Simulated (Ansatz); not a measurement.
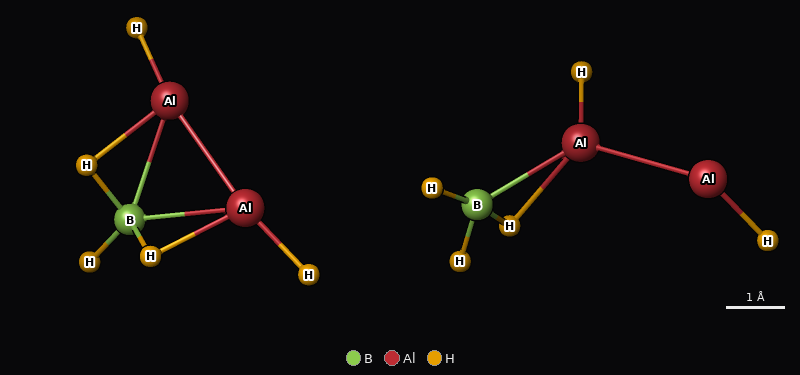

Two geometries of Al$_{2}$BH$_{5}$, drawn at one scale. One is the start of a relaxation, the other its converged end. Style: ball-and-stick. Shown at a tilt.

Method: RKS PBE-D4/def2-SVP in Ansatz. (force threshold 0.03 eV/Å; at most 250 steps)

Which of the two is the end point?

Answer. The left one is the relaxed one. It is one of the separated reactants of a reaction. After 24 geometry steps the energy has fallen by 356.7 kJ/mol. Largest force component: 2.1 eV/Å at the start, 0.025 eV/Å at the end. The largest move after the best rigid fit is that of an H atom, 2.02 Å. By element the largest moves are H 2.02 Å, Al 1.28 Å, B 1.03 Å. Among the contacts that change: Al–H 4.760 → 1.849 Å, Al–B 4.109 → 2.173 Å, Al–H 1.980 → 3.214 Å, Al–H 2.933 → 1.848 Å. New bonds form, among them: Al–H (4.76 → 1.85 Å). Among the angles between lasting bonds that change: Al–B–H 67.8° → 142.0°, B–Al–Al 121.5° → 57.0°, Al–B–H 122.7° → 58.2°. Cost: 21 s on 2 threads of Intel Xeon Platinum 8488C (shared host).
